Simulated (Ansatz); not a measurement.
## How YAu (Pm-3m) expands on warming

Aim: the lattice, expansion, heat capacity and bulk modulus of YAu as it warms.

Method: DFT LDA, scalar-relativistic, plane waves, PAW, in Ansatz 0.2.0.

**1. The structure**

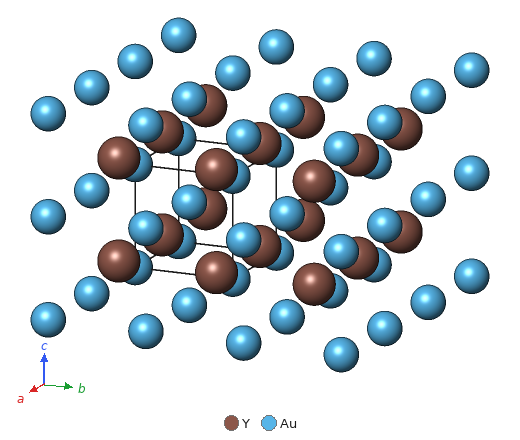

The cell as given, slightly off an axis (yttrium brown, gold blue). 3×3×2 cells are drawn. Some periodic images of atoms are drawn too.

**2. A first coarse run**

A cheap single point shows whether the cell is a metal or an insulator and how far it is from rest; that sets the k-mesh and the occupations of what follows.

input.yaml

```yaml
crystal:
  lattice:
    - [3.559, 0.0, 0.0]
    - [0.0, 3.559, 0.0]
    - [0.0, 0.0, 3.559]
  atoms:
    - { symbol: "Y", position: [0.5, 0.5, 0.5] }
    - { symbol: Au, position: [0.0, 0.0, 0.0] }
kpoints:
  mp_grid: { grid: [6, 6, 6] }
hamiltonian:
  xc: lda
scf:
  occupations: { method: gaussian, width: 0.1 }
output:
  forces: true
  stress: true
  eigenvalues: true
```

On the command line:

```sh
ansatz run input.yaml --threads 4 --pin off --max-ram 8192MiB --backend cpu --events-out ev --progress --plain --runs-dir out
```

Numbers of over 12 decimals in the logs are rounded to 6 here.

Output:

```text
Engine: ansatz 0.2.0, x86_64-unknown-linux-gnu
Pseudopotentials: kind: paw
Pseudopotential: Y, paw, valence charge 11, recommended cutoff 420 eV (normal), Y.paw.azcp
Pseudopotential: Au, paw, valence charge 19, recommended cutoff 420 eV (normal), Au.paw.azcp
Functional definition: SPW92
  exchange = slater_x
  correlation = pw_c
Crystal: 2 atoms, lattice volume = 45.080 Å³
Basis set: ecut = 420 eV, 895 PW (Γ)
Bands: 19, of which v1, the nominal top of the filled ones, is band 15 counted from 1 (14 counted from 0)
Symmetry: 48 space group operations
Space group: Pm-3m (ITA 221), of the structure as read, at distance tolerance 3.6e-5 Å
k-points: 20 of 216
Non-local potential: Y, projectors of the file, l = 0: 3, l = 1: 2, l = 2: 2, l = 3: 1
Non-local potential: Au, projectors of the file, l = 0: 3, l = 1: 2, l = 2: 2, l = 3: 1
PAW form: soft (Blöchl's): semilocal exchange-correlation on the pseudo side does not see the compensation charge
PAW frozen core: Y, regenerated for the run's functional, and the local potential with it (the file was generated under x = pbe(κ = 0.804, μ = 0.219515), c = pbe(β = 0.066725))
PAW frozen core: Au, regenerated for the run's functional, and the local potential with it (the file was generated under x = pbe(κ = 0.804, μ = 0.219515), c = pbe(β = 0.066725))
PAW one-centre angular grid: Y, 590 points (default); XC on 64 Gauss nodes
PAW one-centre angular grid: Au, 590 points (default); XC on 64 Gauss nodes
Initial density: superposition of atomic densities (neutral atoms: chi_scale 0, normalization atom), corrected by the library's trained network
Initial wavefunctions: pseudopotential atomic-orbital guess
Functional: x = slater, c = lda
SCF iter   1: F=—  HF=-16612.289535 eV  |F-HF|=—  |Δ(HF+E_count)|=         —  Δρ=5.80e-3  dr2=5.42e-3  ethr=1.77e-3  ⟨swp⟩=4.5  Hψ=1515  notcnv=0
preconditioner: auto → Resta (q_TF=auto, 2.549 Å⁻¹)  ε∞=5.2  [insulator: Δε(μ)=0.106 eV  Ē_g=12.023 eV  σ=0.100 eV  W_gap=0.52  n_scr=18 (ndim 8)  ℏωp=24.7 eV  f_vac=0.000  D(μ)=0.83/eV (n_scr^D=6)  ε∞_Penn≈5.2]
SCF iter   2: F=—  HF=-16612.289805 eV  |F-HF|=—  |Δ(HF+E_count)|=   2.71e-4  Δρ=2.96e-3  dr2=1.14e-3  ethr=1.81e-5  ⟨swp⟩=2.0  Hψ=654  notcnv=0
SCF iter   3: F=—  HF=-16612.289459 eV  |F-HF|=—  |Δ(HF+E_count)|=   3.47e-4  Δρ=6.25e-4  dr2=1.07e-4  ethr=3.80e-6  ⟨swp⟩=1.9  Hψ=444  notcnv=0
SCF iter   4: F=—  HF=-16612.289430 eV  |F-HF|=—  |Δ(HF+E_count)|=   2.89e-5  Δρ=8.54e-5  dr2=1.70e-6  ethr=3.58e-7  ⟨swp⟩=2.2  Hψ=560  notcnv=0
SCF iter   5: F=—  HF=-16612.289438 eV  |F-HF|=—  |Δ(HF+E_count)|=   8.38e-6  Δρ=1.62e-5  dr2=1.15e-7  ethr=5.66e-9  ⟨swp⟩=2.0  Hψ=574  notcnv=0
SCF iter   6: F=-16612.289438 eV  HF=-16612.289438 eV  |F-HF|=5.63e-9  |Δ(HF+E_count)|=   1.33e-8  Δρ=4.99e-6  dr2=1.29e-8  ethr=3.33e-10  ⟨swp⟩=4.6  Hψ=1221  notcnv=0
SCF 1 converged in 6 iterations: F = -16612.289438 eV  dr2 = 1.29e-8
  greatest PAW one-centre occupation: 1.002 electrons in one spin orbital (limit 2), on the Au atom at site 1 (counted from 0), in its partial waves of l = 0
SCF converged after 6 iterations
Free energy (F): -16612.289438 eV
Harris-Foulkes:  -16612.289438 eV  (|F-HF|=5.63e-9)
Internal energy: -16612.285267 eV  (E = F + TS)
E sigma→0 (E₀):  -16612.287352 eV
Entropy (-TS):   -0.004171 eV (-2.086 meV/atom)
Fermi energy:    14.713676 eV
--- Per-component energies (eV) ---
  E_band       = -394.238866
  E_kinetic    = 910.984985
  E_local      = -2790.572122  (includes V_loc(G=0)·N_el)
  E_nonlocal   = 131.873729
  E_hartree    = 1125.820900
  E_xc         = -399.997393
  E_vxc        = -475.590878  (∫ρ·V_xc dr)
  E_paw        = -12146.528007  (= ΣΔE_a)
  E_vpaw       = -422.579940  (= ΣTr[D̂ρ^β])
  E_aug_tail   = 0.001280  (compensation charges beyond the density's cutoff)
  E_ewald      = -3444.720942
  E_core_change = 0.852303  (= ΣΔE_core)
  E_smearing   = -0.004171  (= −TS)
  E_closure    = 0.000000  (closes the sum)
  Σ components = -16612.289438   (vs F -16612.289438, Δ=0.00e0)
--- Forces (eV/Å), atoms counted from 1 ---
  atom   1  Y      0.00000000    -0.00000000    -0.00000000
  atom   2  Au    -0.00000000    -0.00000000     0.00000000
  max |Σ_I F_I| component: 4.47e-30 eV/Å
--- Stress (GPa, compression-positive) ---
       -3.374187       0.000000      -0.000000
       -0.000000      -3.374187       0.000000
        0.000000       0.000000      -3.374187
  P = ⅓ Tr σ = -3.3742 GPa (-33.742 kbar)
--- Band table (eV; the first three rows and the last of 20) ---
  k-point 0: bands = [... 11 lower, 10.4255, 10.4255, 10.4255, 15.7429, 15.7429, 19.3264, 19.3264, 19.3264]
  k-point 1: bands = [... 11 lower, 10.3822, 10.3822, 10.4658, 15.5183, 15.6325, 17.8985, 17.8985, 19.1876]
  k-point 2: bands = [... 11 lower, 10.3019, 10.3019, 10.5489, 14.0485, 15.0527, 16.6473, 16.6473, 18.9142]
  k-point 19: bands = [... 11 lower, 11.1670, 11.1670, 13.0704, 13.0704, 13.0704, 14.7549, 20.2866, 20.2866]
```

Run time: 1.4 s. Hardware: 4 threads of Intel Xeon 6975P-C (Granite Rapids), shared host; peak memory 0.37 GiB.

The column dr2 measures how far the density is from self-consistency, as an energy; F and HF (Harris–Foulkes) agree once it is small.

Numbers from this step:

```
pressure          : -3.374 GPa
volume per atom   : 22.54 Å³
gap on the k-mesh : 0 eV
```

The start is under -3.4 GPa at this level and looks like a metal on this mesh.

**3. Finding the static equilibrium**

The vibrations must be taken about the equilibrium of this functional, not about the starting cell, so the structure is relaxed.

input.yaml, the sections that differ from step 2:

```yaml
kpoints:
  mp_grid: { grid: [12, 12, 12] }
output:
  forces: true
  stress: true
  eigenvalues: true
  write_density: true
  write_potential: true
  elf: true
  volumetric_format: npy
relax:
  adjacent_minimum: "off"
  f_tol: 0.005
  max_steps: 80
  cell: { stress_tol: 0.05 }
# crystal, hamiltonian, scf: as in step 2
```

Output:

```text
[...]
Crystal: 2 atoms, lattice volume = 45.080 Å³
Basis set: ecut = 420 eV, 895 PW (Γ)
Bands: 19, of which v1, the nominal top of the filled ones, is band 15 counted from 1 (14 counted from 0)
Symmetry: 48 space group operations
[...]
k-points: 84 of 1728
[...]
SCF iter   1: F=—  HF=-16612.292620 eV  |F-HF|=—  |Δ(HF+E_count)|=         —  Δρ=6.01e-3  dr2=7.64e-3  ethr=1.77e-3  ⟨swp⟩=4.6  Hψ=6372  notcnv=0
[...]
SCF iter   6: F=-16612.291685 eV  HF=-16612.291685 eV  |F-HF|=2.33e-9  |Δ(HF+E_count)|=   4.11e-8  Δρ=4.42e-6  dr2=6.84e-9  ethr=3.33e-10  ⟨swp⟩=9.0  Hψ=10185  notcnv=0
SCF 1 converged in 6 iterations: F = -16612.291685 eV  dr2 = 6.84e-9
[...]
relax step   1: F+E_penalty+E_count = -16612.29168527 eV  Δ(F+E_penalty+E_count) = +0.000e0 eV  max|allowed force component| = 1.433e-29 eV/Å  Δτ_max = 0.0000 Å  P = -3.673 GPa  Ω = 45.080 Å³  (6 SCF iters, dr2 threshold 1.00e-7 eV, accepted)
Crystal: 2 atoms, lattice volume = 41.484 Å³
Basis set: ecut = 420 eV, 799 PW (Γ)
[...]
iter 1 solved again at ethr=7.05e-4 eV; its pass at ethr=3.10e-3 eV (dr2=2.11e-1 eV) is discarded
[...]
SCF iter   6: F=-16612.281684 eV  HF=-16612.281684 eV  |F-HF|=9.30e-9  |Δ(HF+E_count)|=   5.49e-7  Δρ=9.81e-6  dr2=3.48e-8  ethr=6.67e-10  ⟨swp⟩=7.4  Hψ=11036  notcnv=0
SCF 2 converged in 6 iterations: F = -16612.281684 eV  dr2 = 3.48e-8
[...]
relax step   2: F+E_penalty+E_count = -16612.28168403 eV  Δ(F+E_penalty+E_count) = +1.000e-2 eV  max|allowed force component| = 1.578e-30 eV/Å  Δτ_max = 0.0000 Å  P = +5.261 GPa  Ω = 41.484 Å³  energy of the carried Pulay correction = +3.872e-4 eV  (6 SCF iters, dr2 threshold 2.00e-7 eV, rejected (line search))
Crystal: 2 atoms, lattice volume = 43.529 Å³
Basis set: ecut = 420 eV, 847 PW (Γ)
[...]
SCF iter   8: F=-16612.311613 eV  HF=-16612.311613 eV  |F-HF|=0.00e0  |Δ(HF+E_count)|=  2.18e-11  Δρ=2.08e-7  dr2=1.68e-11  ethr=1.00e-12  ⟨swp⟩=6.0  Hψ=7025  notcnv=0
the search or the solves at the SCF's close seem to have found levels that the self-consistency loop had missed (the run counts 2). By its estimate they hold under 1e-12 electrons; where the run keeps them, the occupations were computed again with them
SCF 3 converged in 8 iterations: F = -16612.311613 eV  dr2 = 1.68e-11
relax step   3: F+E_penalty+E_count = -16612.31161319 eV  Δ(F+E_penalty+E_count) = -1.993e-2 eV  max|allowed force component| = 3.681e-30 eV/Å  Δτ_max = 0.0000 Å  P = -0.301 GPa  Ω = 43.529 Å³  energy of the carried Pulay correction = +1.632e-4 eV  (8 SCF iters, accepted)
[...]
relax step   4: F+E_penalty+E_count = -16612.31174403 eV  Δ(F+E_penalty+E_count) = -1.308e-4 eV  max|allowed force component| = 1.841e-30 eV/Å  Δτ_max = 0.0000 Å  P = -0.007 GPa  Ω = 43.406 Å³  energy of the carried Pulay correction = +1.763e-4 eV  (4 SCF iters, dr2 threshold 2.00e-7 eV, accepted)
[...]
SCF iter   5: F=-16612.311558 eV  HF=-16612.311558 eV  |F-HF|=1.09e-11  |Δ(HF+E_count)|=  6.91e-11  Δρ=1.18e-7  dr2=5.39e-12  ethr=1.00e-12  ⟨swp⟩=4.1  Hψ=7339  notcnv=0
SCF 5 converged in 5 iterations: F = -16612.311558 eV  dr2 = 5.39e-12
relax step   5: F+E_penalty+E_count = -16612.31155812 eV  Δ(F+E_penalty+E_count) = +1.859e-4 eV  max|allowed force component| = 1.972e-30 eV/Å  Δτ_max = 0.0000 Å  P = -0.004 GPa  Ω = 43.406 Å³  stress off target by 3.69e-3 GPa  SCF on the basis re-selected at this cell (its energy is not comparable with the rows above)  (5 SCF iters)
basis re-selected at this cell: Δ(F+E_penalty+E_count) = +1.859e-4 eV, ΔP = +0.003 GPa vs the last step (what re-selecting the basis moved, of the pressure what is left beyond the Pulay correction that the steps carried, after the strain that the cell walked since its last selection, with what the two solves' SCF thresholds leave and, on support functions, any second-order correction that the steps lacked; it is no m [...]
SCF converged after 5 iterations
Free energy (F): -16612.311558 eV
[...]
Internal energy: -16612.308243 eV  (E = F + TS)
E sigma→0 (E₀):  -16612.309901 eV
Entropy (-TS):   -0.003315 eV (-1.658 meV/atom)
Fermi energy:    15.570517 eV
[...]
--- Stress (GPa, compression-positive) ---
       -0.003690       0.000000       0.000000
        0.000000      -0.003690      -0.000000
        0.000000      -0.000000      -0.003690
  P = ⅓ Tr σ = -0.0037 GPa (-0.037 kbar)
--- Band table (eV; the first three rows and the last of 84) ---
  k-point 0: bands = [... 11 lower, 10.9939, 10.9939, 10.9939, 16.4701, 16.4701, 20.2136, 20.2136, 20.2136]
  k-point 1: bands = [... 11 lower, 10.9819, 10.9819, 11.0053, 16.4042, 16.4773, 19.5733, 19.5733, 20.1724]
  k-point 2: bands = [... 11 lower, 10.9502, 10.9502, 11.0369, 16.2225, 16.3736, 18.6940, 18.6940, 20.0607]
  k-point 83: bands = [... 11 lower, 11.7834, 11.7834, 13.6495, 13.6495, 13.6495, 15.5306, 21.2180, 21.2180]
--- Relaxed structure (4 steps of the walk, 3 accepted, 1 SCFs on fresh bases) ---
  F+E_penalty+E_count = -16612.31155812 eV   max|allowed force component| = 1.972e-30 eV/Å   (the final SCF, on the basis selected at the relaxed cell)
  cell:  # Å, volume = 43.4063 Å³
    - [3.514399, 0, 0]
    - [0, 3.514399, 0.0]
    - [0, 0.0, 3.514399]
  atoms:
    - { symbol: Y, position: [0.5, 0.5, 0.5] }
    - { symbol: Au, position: [0, 0, 0] }
```

Elapsed: 6 s, on 4 threads; peak memory 0.48 GiB.

The steps of the relaxation:

```
step  energy less that of the first step (eV)  largest force component (eV/Å)  pressure (GPa)  volume (Å³)
   1                                   0.0000                          0.0000           -3.67        45.08
   2                                   0.0100                          0.0000            5.26        41.48
   3                                  -0.0199                          0.0000           -0.30        43.53
   4                                  -0.0201                          0.0000           -0.01        43.41
  5*                                  -0.0199                          0.0000            0.00        43.41
```

Relaxation steps marked * repeat the geometry before them on a plane-wave basis chosen anew for their cell, so energy and pressure can jump there. Relaxation step 2 was tried and not accepted.

The run keeps the 48 symmetry operations that it works with, so distortions that break them were not tested.

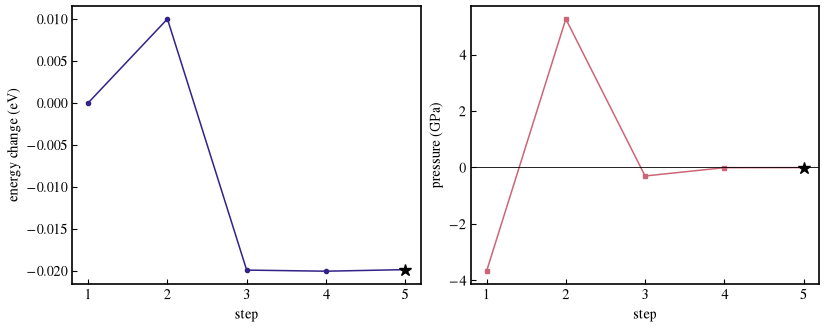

Energy and pressure along the relaxation. Stars mark steps on a basis chosen anew.

```
conventional cell, symmetrised  before  after  change
                         a (Å)   3.559  3.514  -1.3 %
                         b (Å)   3.559  3.514  -1.3 %
                         c (Å)   3.559  3.514  -1.3 %
              volume (Å³/atom)   22.54  21.70  -3.7 %
```

The relaxed structure:

```xyz
2
Lattice="3.5144 0.0000 0.0000 0.0000 3.5144 0.0000 0.0000 0.0000 3.5144" Properties=species:S:1:pos:R:3 pbc="T T T"
Y     1.7572    1.7572    1.7572
Au    0.0000    0.0000    0.0000
```

This step gave:

```
pressure        : -0.003690 GPa
volume per atom : 21.70 Å³
```

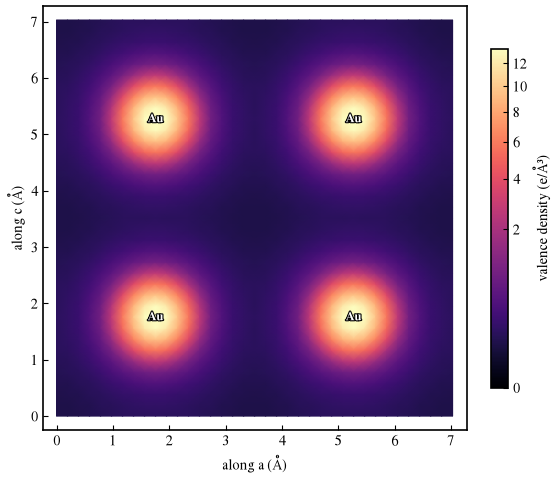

Valence density in the ac plane at fractional y = 0.000, with atoms of Au within 0.2 Å of it. It is the smooth field of the valence electrons, not physical close to the nuclei. The map starts off the cell's origin, so that atoms lie inside it. The colour scale is stretched toward low values.

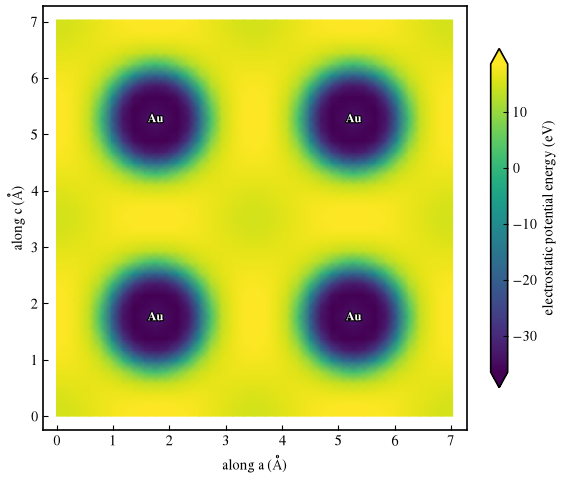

Electrostatic potential energy in the ac plane at fractional y = 0.000, with atoms of Au within 0.2 Å of it. With pseudopotentials it is smooth inside the atoms' cores, unlike the true potential. The map starts off the cell's origin, so that atoms lie inside it.

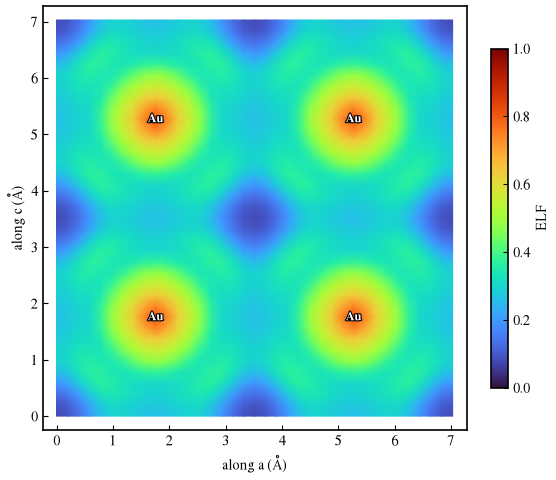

ELF in the ac plane at fractional y = 0.000, with atoms of Au within 0.2 Å of it. It is the smooth field of the valence electrons, not physical close to the nuclei. The map starts off the cell's origin, so that atoms lie inside it.

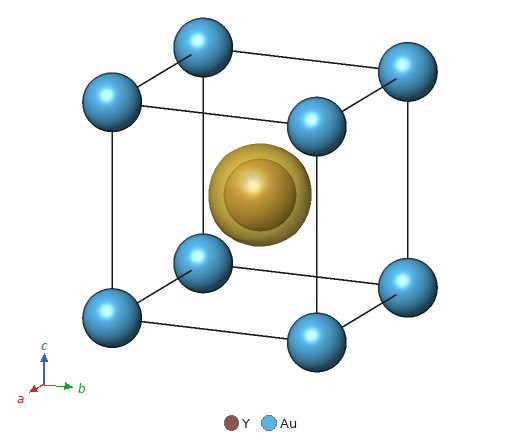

Surface of ELF = 0.78.

The relaxation ends with a pressure of 0.00 GPa.

**4. Relaxing to small residual forces and stress**

The relaxation is repeated with tighter thresholds on force and stress, since phonons are sensitive to what is left; a change of mesh or smearing in the input moves the cell too.

input.yaml

```yaml
crystal:
  lattice:
    - [3.5143989348, 0.0, 0.0]
    - [0.0, 3.5143989348, 0.0]
    - [0.0, 0.0, 3.5143989348]
  atoms:
    - { symbol: "Y", position: [0.5, 0.5, 0.5] }
    - { symbol: Au, position: [0.0, 0.0, 0.0] }
kpoints:
  mp_grid: { grid: [12, 12, 12] }
hamiltonian:
  xc: lda
scf:
  occupations: { method: methfessel_paxton, width: 0.15 }
output:
  forces: true
  stress: true
  eigenvalues: true
relax:
  adjacent_minimum: "off"
  f_tol: 0.001
  max_steps: 60
  cell: { stress_tol: 0.01 }
```

Output:

```text
[...]
Crystal: 2 atoms, lattice volume = 43.406 Å³
Basis set: ecut = 420 eV, 847 PW (Γ)
Bands: 19, of which v1, the nominal top of the filled ones, is band 15 counted from 1 (14 counted from 0)
Symmetry: 48 space group operations
[...]
k-points: 84 of 1728
[...]
k-point 83: bands = [... 11 lower, 11.7863, 11.7863, 13.6517, 13.6517, 13.6517, 15.5341, 21.2206, 21.2206]
--- Relaxed structure (3 steps of the walk, 2 accepted, 1 SCFs on fresh bases) ---
[...]
cell:  # Å, volume = 43.4000 Å³
    - [3.514227, 0, 0.0]
    - [0, 3.514227, 0.0]
    - [0.0, 0.0, 3.514227]
  atoms:
    - { symbol: Y, position: [0.5, 0.5, 0.5] }
    - { symbol: Au, position: [0, 0, 0.0] }
[key lines of the parts left out:]
SCF converged after 4 iterations
Free energy (F): -16612.308989 eV
Fermi energy:    15.582082 eV
P = ⅓ Tr σ = 0.0001 GPa (0.001 kbar)
```

It took 3.6 s on 4 threads; peak memory 0.47 GiB; 12 s of CPU time.

Little changed from the start: no atom moved by 0.005 Å and no cell edge by 0.1 %.

This step gave:

* pressure: 1.36e-4 GPa

The residual pressure is 1.4e-4 GPa, small enough for phonons.

(Continued in part 2 of 2.)

[Logs are printed without paths, hosts, clocks, repeated set-up lines and the standing remarks that a program may print on its own settings, such as how far it seeks lower states.]

[Hosts, paths, dates, database ids (printed as entryN), source tags and the programs' standing remarks are cut or masked in the printed files.]

[A step with changed settings may run another functional than the one named; its input shows which.]
